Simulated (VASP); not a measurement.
Band structure of Hf (space group P6_3/mmc). All values below come from PBE GGA, VASP's PBE PAW potentials (set 64) (plane waves; VASP 6.6.1).

Unless said otherwise, spin-orbit coupling is left out, though it shifts the bands of the heavy elements here.

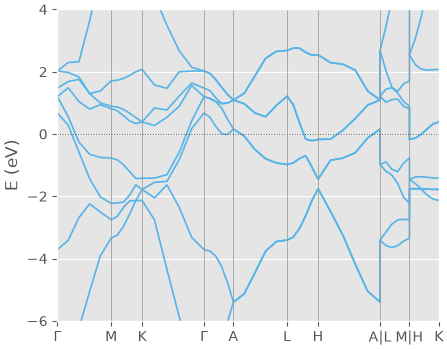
Figure: Bands along high-symmetry lines, zero at the valence-band maximum or, without a gap, the Fermi level

Question: Read the plot: is there a gap, and where are the band edges?

Answer: It has no gap at this level: it comes out as a metal or semimetal.

The structure is a typed Hf crystal (P6_3/mmc). The cell was not relaxed at this level.
